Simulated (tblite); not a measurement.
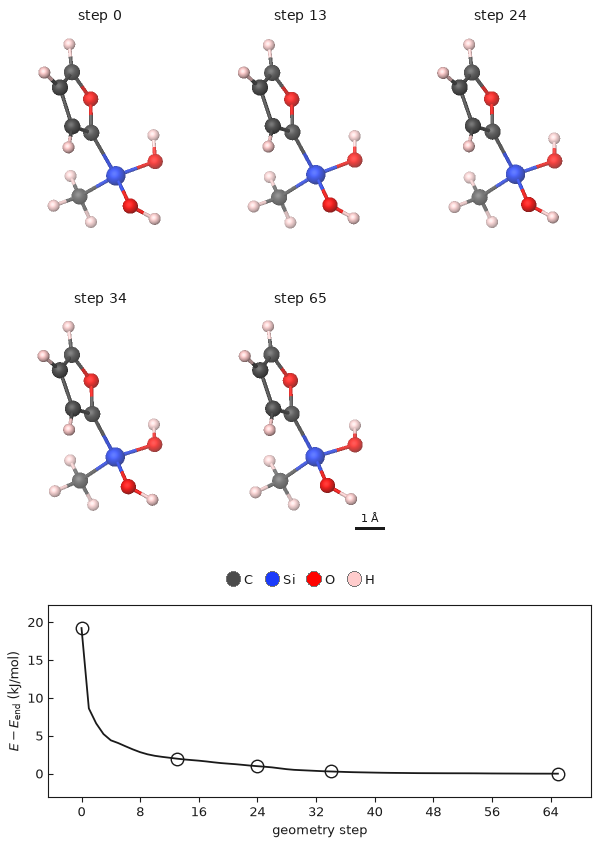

Frames of a relaxation of C5H8O3Si, marked on the history of the run. The picture is a ball-and-stick view, seen from a free direction.

Computed with GFN2-xTB geometry optimisation, gas phase in tblite 0.8.0. 

> What happens along the run?

The energy falls by 19.2 kJ/mol in 65 geometry steps. The largest move after the best rigid fit is that of an H atom, 0.39 Å. By element the largest moves are H 0.39 Å, O 0.17 Å, C 0.10 Å, Si 0.08 Å. Some distances before and after: C–Si 1.856 → 1.903 Å, C–C 1.398 → 1.367 Å, O–Si 1.668 → 1.637 Å, H–O 0.982 → 0.954 Å. Among the angles between lasting bonds that change: Si–O–H 113.4° → 119.8°, C–Si–C 103.9° → 110.0°, O–Si–C 112.1° → 106.6°. Groups turn about O–Si by about 25°. The run took 0.28 s on 1 thread of AMD EPYC 9R45 96-Core Processor, with other jobs on the host. From step 0 to 13: an H atom moves most (0.10 Å), energy −17.2 kJ/mol. From step 13 to 24: an H atom moves most (0.13 Å), energy −1.00 kJ/mol. From step 24 to 34: an H atom moves most (0.14 Å), energy −0.70 kJ/mol. From step 34 to 65: an H atom moves most (0.07 Å), energy −0.29 kJ/mol.
